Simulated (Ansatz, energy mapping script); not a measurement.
**LuNiO2 in a distorted infinite layer structure: exchange couplings from total energies (plane buckled by 5°)**

Aim: the exchange couplings of LuNiO2 in a distorted infinite layer structure from the energies of a few collinear orders, and the ordering temperature that they give.

Program: Ansatz 0.2.0. Level of theory: PBEsol with U = 5.7 eV on Ni d, ortho-atomic projectors; plane waves, U on orthogonalised atomic orbitals unless named otherwise, collinear spin, no spin–orbit coupling. Results are calculated unless marked as measured.

## (1) The structure

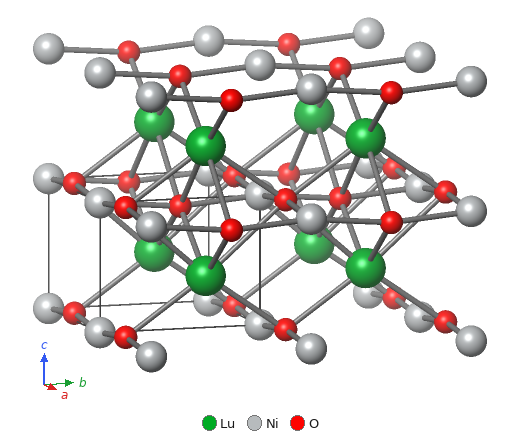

Start, viewed slightly off an axis; lutetium green, nickel light grey, oxygen red. 2×2×2 cells are drawn. Some periodic images of atoms are drawn too.

Structure file:

```cif
data_structure
_symmetry_space_group_name_H-M 'P 1'
_symmetry_Int_Tables_number 1
_cell_length_a 3.8264
_cell_length_b 3.8264
_cell_length_c 2.9913
_cell_angle_alpha 90.000
_cell_angle_beta 90.000
_cell_angle_gamma 90.000
_cell_volume 43.80
loop_
_atom_site_label
_atom_site_type_symbol
_atom_site_fract_x
_atom_site_fract_y
_atom_site_fract_z
_atom_site_occupancy
Lu1 Lu 0.50000 0.50000 0.50000 1
Ni2 Ni 0.00000 0.00000 0.00000 1
O3 O 0.50000 0.00000 0.05596 1
O4 O 0.00000 0.50000 0.94404 1
```

This cell was built for the study (infinite layer prototype, lattice guessed from radii), not taken from an experiment; the compound need not form in this structure.

The parent cell was relaxed beforehand in Ansatz under PBEsol with U = 5.4 eV on Ni d, ortho-atomic projectors, from parallel moments.

This cell differs from the relaxed one by: plane buckled by 5°. The bonds from the magnetic cation to the anions keep their length, so the cell shrinks in the plane.

The U corrects the self-interaction that lets semilocal functionals spread d and f electrons too far. Its value here is typed, not computed.

## (2) One set of occupation matrices for all orders

A corrected shell can settle in several orbital fillings. One parallel run, with an occupation width a fifth wider than the orders use, therefore is to supply the occupation matrices. All orders start from them.

input.yaml reads:

```yaml
crystal:
  lattice:
    - [3.826422166, 0.0, 0.0]
    - [0.0, 3.826422166, 0.0]
    - [0.0, 0.0, 2.991306887]
  atoms:
    - { symbol: Lu, position: [0.5, 0.5, 0.5] }
    - { symbol: Ni, position: [0.0, 0.0, 0.0], spin: 2.0 }
    - { symbol: O, position: [0.5, 0.0, 0.055956907] }
    - { symbol: O, position: [0.0, 0.5, 0.944043093] }
magnetization:
  spin_polarized: true
kpoints:
  mp_grid: { grid: [10, 10, 12] }
hamiltonian:
  xc: pbesol
  hubbard:
    sites: [{ species: Ni, l: d, u_eff: 5.7 }]
    projectors: ortho-atomic
scf:
  occupations: { method: fermi_dirac, width: 0.06 }
output:
  eigenvalues: true
```

The run is started by

```
> ansatz run input.yaml --threads 4 --pin off --max-ram 8192MiB --backend cpu --events-out ev --progress --plain --runs-dir out
```

Numbers of over 12 decimals in the logs are rounded to 6 here.

The program printed:

```text
Engine: ansatz 0.2.0, aarch64-unknown-linux-gnu
Pseudopotentials: kind: paw
Pseudopotential: Lu, paw, valence charge 25, recommended cutoff 420 eV (normal), Lu.paw.azcp
Pseudopotential: Ni, paw, valence charge 18, recommended cutoff 420 eV (normal), Ni.paw.azcp
Pseudopotential: O, paw, valence charge 6, recommended cutoff 420 eV (normal), O.paw.azcp
Functional definition: PBEsol
  exchange = pbesol_x
  correlation = pbesol_c
Crystal: 4 atoms, lattice volume = 43.797 Å³
Basis set: ecut = 420 eV, 857 PW (Γ)
Bands: 35, of which v1, the nominal top of the filled ones, is band 28 counted from 1 (27 counted from 0)
Symmetry: 8 space group operations
Space group: P-4m2 (ITA 115), of the structure as read, at distance tolerance 3.5e-5 Å
Magnetic group: BNS 115.283 (UNI 943), of the structure as read, at distance tolerance 3.5e-5 Å
k-points: 147 of 1200 (time reversal used)
Non-local potential: Lu, projectors of the file, l = 0: 3, l = 1: 2, l = 2: 2, l = 3: 3
Non-local potential: Ni, projectors of the file, l = 0: 3, l = 1: 2, l = 2: 3, l = 3: 1
Non-local potential: O, projectors of the file, l = 0: 2, l = 1: 2, l = 2: 1
PAW form: soft (Blöchl's): semilocal exchange-correlation on the pseudo side does not see the compensation charge
PAW frozen core: Lu, regenerated for the run's functional, and the local potential with it (the file was generated under x = pbe(κ = 0.804, μ = 0.219515), c = pbe(β = 0.066725))
PAW frozen core: Ni, regenerated for the run's functional, and the local potential with it (the file was generated under x = pbe(κ = 0.804, μ = 0.219515), c = pbe(β = 0.066725))
PAW frozen core: O, regenerated for the run's functional, and the local potential with it (the file was generated under x = pbe(κ = 0.804, μ = 0.219515), c = pbe(β = 0.066725))
PAW one-centre angular grid: Lu, 590 points (default); XC on 64 Gauss nodes
PAW one-centre angular grid: Ni, 590 points (default); XC on 64 Gauss nodes
PAW one-centre angular grid: O, 110 points (default); XC on 64 Gauss nodes
Initial density: superposition of atomic densities (chi_scale 0.1, normalization cell, long waves kept (reshape's long-wave potential 0.00 eV rms))
Starting moments: Σ|m| = 2 μB on 1 of 4 sites
Initial wavefunctions: pseudopotential atomic-orbital guess
Functional: x = pbesol(κ = 0.804, μ = 0.123457), c = pbesol(β = 0.046)
SCF iter   1: F=—  HF=-21540.528995 eV  |F-HF|=—  |Δ(HF+E_count)|=         —  Δρ=1.90e-1 (↑6.82e-2 ↓1.90e-1)  dr2=1.63e1  dr2_m=3.50e0  M=0.650 μB ∫|m|=0.764 μB  β_m=0.30  ethr=3.10e-3  ⟨swp⟩=5.7  Hψ=48128  notcnv=0
preconditioner: auto → Kerker (q_TF=auto, 2.834 Å⁻¹)  [metal: Δε(μ)=0.020 eV  Ē_g=14.965 eV  σ=0.060 eV  W_gap=0.08  n_scr=18 (ndim 8)  ℏωp=37.6 eV  f_vac=0.000  D(μ)=0.70/eV (n_scr^D=4)]
[...]
SCF iter   8: F=—  HF=-21539.518709 eV  |F-HF|=—  |Δ(HF+E_count)|=   3.59e-2  Δρ=2.64e-3 (↑1.93e-3 ↓2.64e-3)  dr2=1.55e-3  dr2_m=1.48e-3  M=0.923 μB ∫|m|=1.034 μB  β_m=0.65  ethr=9.44e-6  ⟨swp⟩=2.1  Hψ=19522  notcnv=0  defer=433
SCF iter   9: F=—  HF=-21539.567611 eV  |F-HF|=—  |Δ(HF+E_count)|=   4.89e-2  Δρ=3.45e-3 (↑3.45e-3 ↓1.70e-3)  dr2=5.01e-3  dr2_m=7.61e-4  M=0.919 μB ∫|m|=0.995 μB  β_m=0.54  ethr=2.82e-6  ⟨swp⟩=3.1  Hψ=25639  notcnv=0  defer=433
[...]
SCF 1 converged in 21 iterations: F = -21539.564514 eV  dr2 = 4.05e-8
[...]
Symmetry: 1 space group operations
k-points: 604 of 1200 (time reversal used)
[...]
spin=Collinear: Kerker preconditioning applied to the charge; magnetization (m = ρ↑ − ρ↓) channel mixes plain (no charge-response kernel on spin).
[...]
SCF 2 converged in 15 iterations: F = -21539.564514 eV  dr2 = 3.07e-8
an SCF from ferromagnetic starting moments (0.00, 2.00, 0.00, 0.00 Bohr magnetons, atom by atom) closed no lower than the state that the run had reached (+0.00 meV in free energy), which stands; the SCF set out from the atoms and, under a Hubbard term, can stand on another filling of the shells than the run's state, so that by this SCF it is not known whether that order lies lower
SCF converged after 21 iterations
Magnetization: 0.9204 μB (27.9602 up, 27.0398 down)
Absolute magnetization: 0.9797 μB (∫|ρ↑−ρ↓|, with the PAW one-centre terms)
Spin contamination: 0.0229 ħ² per cell (⟨S²⟩ above its minimum at these occupations)
Per-site moments (μB) at R_I (Å): [(-0.00108189, 0.960751), (0.850788, 0.792214), (0.021146, 0.792214), (0.021146, 0.792214)]
Free energy (F): -21539.564514 eV
Harris-Foulkes:  -21539.564514 eV  (|F-HF|=2.45e-8)
Internal energy: -21539.559668 eV  (E = F + TS)
E sigma→0 (E₀):  -21539.562091 eV
Entropy (-TS):   -0.004846 eV (-1.212 meV/atom)
Fermi energy:    17.311554 eV
--- Per-component energies (eV) ---
  E_band       = -156.830125
  E_kinetic    = 1054.818334
  E_local      = -10195.574033  (includes V_loc(G=0)·N_el)
  E_nonlocal   = 1329.877568
  E_hartree    = 4245.291635
  E_xc         = -447.269603
  E_vxc        = -554.760799  (∫ρ·V_xc dr)
  E_hubbard    = 1.390246  (on-site DFT+U / exact-exchange correction)
  E_vhub       = -22.251760  (the Hubbard potential's part of the band-sum identity)
  E_paw        = -9163.611154  (= ΣΔE_a)
  E_vpaw       = -259.515579  (= ΣTr[D̂ρ^β])
  E_aug_tail   = 0.005421  (compensation charges beyond the density's cutoff)
  E_ewald      = -8365.948114
  E_core_change = 1.460032  (= ΣΔE_core)
  E_smearing   = -0.004846  (= −TS)
  E_closure    = 0.000000  (closes the sum)
  Σ components = -21539.564514   (vs F -21539.564514, Δ=0.00e0)
--- Band table (eV; the first three rows and the last of 294) ---
  k-point 0 ↑: bands = [... 24 lower, 14.0493, 14.2038, 14.2331, 14.2331, 16.5968, 18.3086, 20.7190, 20.9002, ... 3 higher]
  k-point 1 ↑: bands = [... 24 lower, 13.9487, 14.1589, 14.2079, 14.2079, 16.8797, 18.5308, 20.9237, 21.0208, ... 3 higher]
  k-point 2 ↑: bands = [... 24 lower, 13.7576, 14.1433, 14.1433, 14.1945, 17.7158, 19.1221, 20.9902, 21.7576, ... 3 higher]
  k-point 146 ↓: bands = [... 24 lower, 15.5239, 15.5239, 16.3458, 16.4008, 20.3847, 20.3847, 22.1291, 22.2063, ... 3 higher]
Occupation matrices written to <dir>
```

Run time: 2.1 min. Hardware: 4 threads of Arm Neoverse V2, shared host; peak memory 2 GiB.

This step gave:

* final state: ferromagnetic
* electrons in the corrected shells: 8.783 e
* largest moment: 0.851 μB

## (3) Order 1: parallel, cell A of 8 atoms

Each cell gets its own parallel run on the same mesh, so that most of the mesh error cancels in the differences.

input.yaml reads:

```yaml
crystal:
  lattice:
    - [3.826422166, 0.0, 0.0]
    - [0.0, 3.826422166, 2.991306887]
    - [0.0, -3.826422166, 2.991306887]
  atoms:
    - { symbol: Lu, position: [0.5, 0.5, 0.0] }
    - { symbol: Lu, position: [0.5, 0.0, 0.5] }
    - { symbol: Ni, position: [0.0, 0.0, 0.0], spin: 2.0 }
    - { symbol: Ni, position: [0.0, 0.5, 0.5], spin: 2.0 }
    - { symbol: O, position: [0.5, 0.027978453, 0.027978453] }
    - { symbol: O, position: [0.5, 0.527978453, 0.527978453] }
    - { symbol: O, position: [0.0, 0.722021547, 0.222021547] }
    - { symbol: O, position: [0.0, 0.222021547, 0.722021547] }
magnetization:
  spin_polarized: true
kpoints:
  mp_grid: { grid: [9, 8, 8] }
hamiltonian:
  xc: pbesol
  hubbard:
    sites:
      - { species: Ni, l: d, u_eff: 5.7 }
      - { site: 2, l: d, u_eff: 5.7, starting_ns: [{ spin: up, occupation_matrix: ni2_major }, { spin: down, occupation_matrix: ni2_minor }] }
      - { site: 3, l: d, u_eff: 5.7, starting_ns: [{ spin: up, occupation_matrix: ni2_major }, { spin: down, occupation_matrix: ni2_minor }] }
    projectors: ortho-atomic
    occupation_matrices:
      ni2_major:
        matrix:
          - [0.925, 0.0, 0.0, 0.0, 0.0]
          - [0.0, 0.979, 0.0, 0.0, 0.0]
          - [0.0, 0.0, 0.979, 0.0, 0.0]
          - [0.0, 0.0, 0.0, 0.949, 0.0]
          - [0.0, 0.0, 0.0, 0.0, 0.984]
      ni2_minor:
        matrix:
          - [0.886, 0.0, 0.0, 0.0, 0.0]
          - [0.0, 0.97, 0.0, 0.0, 0.0]
          - [0.0, 0.0, 0.97, 0.0, 0.0]
          - [0.0, 0.0, 0.0, 0.161, 0.0]
          - [0.0, 0.0, 0.0, 0.0, 0.98]
scf:
  occupations: { method: fermi_dirac, width: 0.05 }
output:
  eigenvalues: true
```

The program printed:

```text
[...]
Crystal: 8 atoms, lattice volume = 87.594 Å³
Basis set: ecut = 420 eV, 1713 PW (Γ)
Bands: 69, of which v1, the nominal top of the filled ones, is band 55 counted from 1 (54 counted from 0)
Symmetry: 8 space group operations
[...]
k-points: 105 of 576 (time reversal used)
[...]
Starting moments: Σ|m| = 4 μB on 2 of 8 sites
[...]
SCF iter   1: F=—  HF=-43084.024751 eV  |F-HF|=—  |Δ(HF+E_count)|=         —  Δρ=1.66e-1 (↑6.44e-2 ↓1.66e-1)  dr2=2.54e1  dr2_m=4.98e0  M=1.753 μB ∫|m|=1.801 μB  β_m=0.30  ethr=3.10e-3  ⟨swp⟩=5.6  Hψ=63406  notcnv=0  defer=33
[...]
SCF iter  16: F=-43079.127330 eV  HF=-43079.127330 eV  |F-HF|=6.33e-9  |Δ(HF+E_count)|=   2.14e-8  Δρ=2.99e-6 (↑1.54e-6 ↓2.99e-6)  dr2=1.14e-8  dr2_m=5.99e-10  M=1.829 μB ∫|m|=1.947 μB  ethr=8.11e-11  ⟨swp⟩=4.1  Hψ=44993  notcnv=0
SCF 1 converged in 16 iterations: F = -43079.127330 eV  dr2 = 1.14e-8
[...]
SCF converged after 16 iterations
Magnetization: 1.8292 μB (55.9146 up, 54.0854 down)
Absolute magnetization: 1.9446 μB (∫|ρ↑−ρ↓|, with the PAW one-centre terms)
[...]
Per-site moments (μB) at R_I (Å): [(0.000448144, 0.960751), (0.000448144, 0.960751), (0.845401, 0.792214), (0.845401, 0.792214), (0.019207, 0.792214), (0.019207, 0.792214), (0.019479, 0.792214), (0.019479, 0.792214)]
Free energy (F): -43079.127330 eV
[...]
Internal energy: -43079.119589 eV  (E = F + TS)
E sigma→0 (E₀):  -43079.123460 eV
Entropy (-TS):   -0.007741 eV (-0.968 meV/atom)
Fermi energy:    17.338587 eV
[...]
--- Specified on-site occupations, and those of the state reported ---
  electrons in the specified blocks: 17.5660 specified, 17.5659 found
  site 3 (l=d) ↑: largest change of an orbital's occupation 0.0027; electrons 4.8160 specified, 4.8134 found; spectral distance 0.0028
[...]
site 2 (l=d) ↓: largest change of an orbital's occupation 0.0017; electrons 3.9670 specified, 3.9696 found; spectral distance 0.0018
[...]
--- Band table (eV; the first three rows and the last of 210) ---
  k-point 0 ↑: bands = [... 51 lower, 14.2304, 14.4061, 14.6136, 14.6568, 16.1024, 16.5910, 18.3068, 20.3331, ... 10 higher]
  k-point 1 ↑: bands = [... 51 lower, 14.3962, 14.4276, 14.5770, 14.6147, 15.9891, 16.8034, 18.5390, 20.5055, ... 10 higher]
  k-point 2 ↑: bands = [... 51 lower, 14.3678, 14.4287, 14.5451, 14.6707, 15.7323, 17.4139, 19.1288, 20.7524, ... 10 higher]
  k-point 104 ↓: bands = [... 51 lower, 15.6325, 15.6636, 16.0993, 19.2032, 20.2719, 20.6445, 20.8717, 21.3781, ... 10 higher]
Occupation matrices written to <dir>
```

Wall time 76 s (4 threads); peak memory 1.3 GiB; 5 min of CPU time.

Spin moment in the sphere by atom:

| atom | spin moment in the sphere (μB) |
| --- | --- |
| Lu1 | 0.000 |
| Lu2 | 0.000 |
| Ni3 | 0.845 |
| Ni4 | 0.845 |
| O5 | 0.019 |
| O6 | 0.019 |
| O7 | 0.019 |
| O8 | 0.019 |

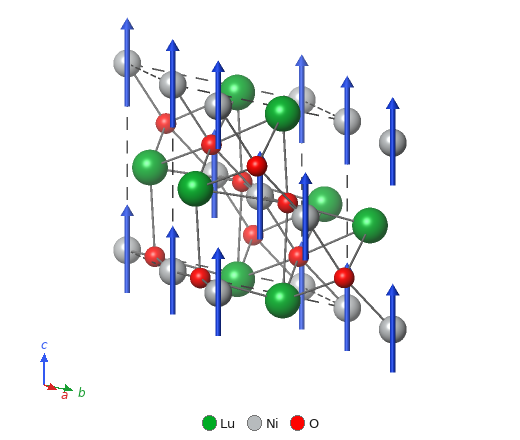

Spin moment in the sphere as arrows, the longest 0.845 μB. Up and down stand for the sign. Arrows give size and sign along the axis of quantisation, drawn up and down the page. Bonds to atoms that aren't drawn are left out. 2×1×1 cells are drawn. Some periodic images of atoms are drawn too.

The run ends ferromagnetic.

## (4) Compensated +− start in cell A (8 atoms)

This order reverses 2 of the 2 neighbours at 2.99 Å, 2 of the 4 neighbours at 3.83 Å and 4 of the 8 neighbours at 4.86 Å, counted for an average magnetic atom.

input.yaml, as its differences from that of step 3:

```diff
@@ -9,3 +9,3 @@
     - { symbol: Ni, position: [0.0, 0.0, 0.0], spin: 2.0 }
-    - { symbol: Ni, position: [0.0, 0.5, 0.5], spin: 2.0 }
+    - { symbol: Ni, position: [0.0, 0.5, 0.5], spin: -2.0 }
     - { symbol: O, position: [0.5, 0.027978453, 0.027978453] }
@@ -24,3 +24,3 @@
       - { site: 2, l: d, u_eff: 5.7, starting_ns: [{ spin: up, occupation_matrix: ni2_major }, { spin: down, occupation_matrix: ni2_minor }] }
-      - { site: 3, l: d, u_eff: 5.7, starting_ns: [{ spin: up, occupation_matrix: ni2_major }, { spin: down, occupation_matrix: ni2_minor }] }
+      - { site: 3, l: d, u_eff: 5.7, starting_ns: [{ spin: up, occupation_matrix: ni2_minor }, { spin: down, occupation_matrix: ni2_major }] }
     projectors: ortho-atomic
```

The program printed:

```text
[...]
Crystal: 8 atoms, lattice volume = 87.594 Å³
Basis set: ecut = 420 eV, 1713 PW (Γ)
Bands: 69, of which v1, the nominal top of the filled ones, is band 55 counted from 1 (54 counted from 0)
Symmetry: 4 space group operations
[...]
k-points: 105 of 576 (time reversal used)
[...]
Starting moments: Σ|m| = 4 μB on 2 of 8 sites
Starting magnetic order: antiferromagnet; a translation exchanges its spin sublattices: spin-degenerate at every k-point
[...]
SCF iter   1: F=—  HF=-43083.984818 eV  |F-HF|=—  |Δ(HF+E_count)|=         —  Δρ=1.27e-1 (↑1.27e-1 ↓1.27e-1)  dr2=2.60e1  dr2_m=5.00e0  M=0.000 μB ∫|m|=1.834 μB  β_m=0.30  ethr=3.10e-3  ⟨swp⟩=5.3  Hψ=31913  notcnv=0  defer=35
[...]
SCF iter  16: F=-43079.073357 eV  HF=-43079.073357 eV  |F-HF|=2.17e-8  |Δ(HF+E_count)|=   5.36e-8  Δρ=4.62e-6 (↑4.62e-6 ↓4.62e-6)  dr2=3.45e-8  dr2_m=4.05e-9  M=0.000 μB ∫|m|=2.029 μB  ethr=9.09e-11  ⟨swp⟩=13.4  Hψ=40985  notcnv=0
SCF 1 converged in 16 iterations: F = -43079.073357 eV  dr2 = 3.45e-8
[...]
SCF converged after 16 iterations
Magnetization: 0.0000 μB (55.0000 up, 55.0000 down)
Absolute magnetization: 2.0275 μB (∫|ρ↑−ρ↓|, with the PAW one-centre terms)
[...]
Per-site moments (μB) at R_I (Å): [(-2.2041787814982942e-16, 0.960751), (2.360524122902493e-16, 0.960751), (0.867493, 0.792214), (-0.867493, 0.792214), (0.035631, 0.792214), (-0.035631, 0.792214), (3.540438900845365e-17, 0.792214), (-1.9240565155118246e-17, 0.792214)]
Free energy (F): -43079.073357 eV
[...]
Internal energy: -43079.065292 eV  (E = F + TS)
E sigma→0 (E₀):  -43079.069324 eV
Entropy (-TS):   -0.008065 eV (-1.008 meV/atom)
Fermi energy:    17.014536 eV
[...]
--- Specified on-site occupations, and those of the state reported ---
  electrons in the specified blocks: 17.5660 specified, 17.5879 found
[...]
--- Band table (eV; the first three rows and the last of 210) ---
  k-point 0 ↑: bands = [... 51 lower, 14.6269, 14.7751, 15.1486, 15.9650, 16.6180, 18.4816, 20.2463, 20.4485, ... 10 higher]
  k-point 1 ↑: bands = [... 51 lower, 14.7042, 14.7624, 15.1198, 15.8918, 16.8222, 18.6914, 20.2167, 20.6924, ... 10 higher]
  k-point 2 ↑: bands = [... 51 lower, 14.7280, 14.7508, 15.0761, 15.7201, 17.4186, 19.2313, 20.2145, 20.8519, ... 10 higher]
  k-point 104 ↓: bands = [... 51 lower, 15.5345, 15.5533, 15.6635, 16.9389, 19.1410, 20.3695, 20.8152, 21.1725, ... 10 higher]
Occupation matrices written to <dir>
```

Wall time 37 s (4 threads); peak memory 1.2 GiB.

Spin moment in the sphere by atom:

| atom | spin moment in the sphere (μB) |
| --- | --- |
| Lu1 | 0.000 |
| Lu2 | 0.000 |
| Ni3 | 0.867 |
| Ni4 | -0.867 |
| O5 | 0.036 |
| O6 | -0.036 |
| O7 | 0.000 |
| O8 | 0.000 |

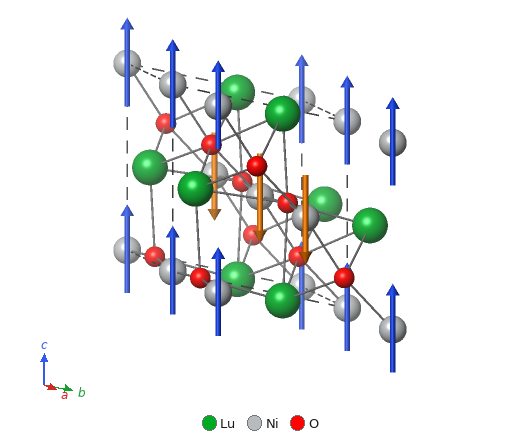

Spin moment in the sphere as arrows, the longest 0.867 μB. Up and down stand for the sign. Arrows give size and sign along the axis of quantisation, drawn up and down the page. The two directions have two colours. Bonds to atoms that aren't drawn are left out. 2×1×1 cells are drawn. Some periodic images of atoms are drawn too.

The run ends antiferromagnetic, 27.07 meV a magnetic atom above the parallel order of its cell (energies taken at zero occupation width, not the printed F).

## (5) Parallel start in cell B (8 atoms)

The parallel order again, as the reference for this cell.

This run holds the same structure in another cell (a 3.826 → 2.991 Å, b 4.857 → 5.411 Å, c 4.857 → 5.411 Å, α 104.0 → 90.0°).

input.yaml reads:

```yaml
crystal:
  lattice:
    - [0.0, 0.0, -2.991306887]
    - [3.826422166, 3.826422166, 0.0]
    - [3.826422166, -3.826422166, 0.0]
  atoms:
    - { symbol: Lu, position: [0.5, 0.5, 0.0] }
    - { symbol: Lu, position: [0.5, 0.0, 0.5] }
    - { symbol: Ni, position: [0.0, 0.0, 0.0], spin: 2.0 }
    - { symbol: Ni, position: [0.0, 0.5, 0.5], spin: 2.0 }
    - { symbol: O, position: [0.944043093, 0.25, 0.25] }
    - { symbol: O, position: [0.944043093, 0.75, 0.75] }
    - { symbol: O, position: [0.055956907, 0.25, 0.75] }
    - { symbol: O, position: [0.055956907, 0.75, 0.25] }
magnetization:
  spin_polarized: true
kpoints:
  mp_grid: { grid: [12, 7, 7] }
hamiltonian:
  xc: pbesol
  hubbard:
    sites:
      - { species: Ni, l: d, u_eff: 5.7 }
      - { site: 2, l: d, u_eff: 5.7, starting_ns: [{ spin: up, occupation_matrix: ni2_major }, { spin: down, occupation_matrix: ni2_minor }] }
      - { site: 3, l: d, u_eff: 5.7, starting_ns: [{ spin: up, occupation_matrix: ni2_major }, { spin: down, occupation_matrix: ni2_minor }] }
    projectors: ortho-atomic
    occupation_matrices:
      ni2_major:
        matrix:
          - [0.925, 0.0, 0.0, 0.0, 0.0]
          - [0.0, 0.979, 0.0, 0.0, 0.0]
          - [0.0, 0.0, 0.979, 0.0, 0.0]
          - [0.0, 0.0, 0.0, 0.949, 0.0]
          - [0.0, 0.0, 0.0, 0.0, 0.984]
      ni2_minor:
        matrix:
          - [0.886, 0.0, 0.0, 0.0, 0.0]
          - [0.0, 0.97, 0.0, 0.0, 0.0]
          - [0.0, 0.0, 0.97, 0.0, 0.0]
          - [0.0, 0.0, 0.0, 0.161, 0.0]
          - [0.0, 0.0, 0.0, 0.0, 0.98]
scf:
  occupations: { method: fermi_dirac, width: 0.05 }
output:
  eigenvalues: true
```

The program printed:

```text
[...]
Crystal: 8 atoms, lattice volume = 87.594 Å³
Basis set: ecut = 420 eV, 1709 PW (Γ)
Bands: 69, of which v1, the nominal top of the filled ones, is band 55 counted from 1 (54 counted from 0)
Symmetry: 16 space group operations
[...]
k-points: 70 of 588 (time reversal used)
[...]
Starting moments: Σ|m| = 4 μB on 2 of 8 sites
[...]
k-point 1 ↑: bands = [... 51 lower, 14.3650, 14.6679, 15.0953, 15.1424, 16.7367, 17.8374, 18.5890, 19.0555, ... 10 higher]
  k-point 2 ↑: bands = [... 51 lower, 14.5844, 14.8941, 15.0680, 15.2822, 17.0806, 17.3428, 18.6166, 19.2717, ... 10 higher]
  k-point 69 ↓: bands = [... 51 lower, 15.2213, 16.1115, 16.1276, 19.6468, 20.2976, 20.6568, 20.6749, 20.8781, ... 10 higher]
Occupation matrices written to <dir>
[key lines of the parts left out:]
SCF converged after 16 iterations
Magnetization: 1.8368 μB (55.9184 up, 54.0816 down)
Free energy (F): -43079.128986 eV
Fermi energy:    17.324300 eV
```

Elapsed: 46 s, on 4 threads; peak memory 1 GiB.

The run ends ferromagnetic. For each magnetic atom its energy differs from the parallel run of the first cell by -1.21 meV, an error that one common reference would have brought in.

(Part 1 of 2 ends here.)

[Logs and program files are shortened in this print: banners, set-up blocks, solver, clock and traceback lines can be left out without a mark of their own.]

[Logs are printed without paths, hosts, clocks, repeated set-up lines and the standing remarks that a program may print on its own settings, such as how far it seeks lower states.]

[Hosts, paths, dates, database ids (printed as entryN), source tags and the programs' standing remarks are cut or masked in the printed files.]

[Where a cell is said to come from a database of computed structures, the database is the Materials Project.]
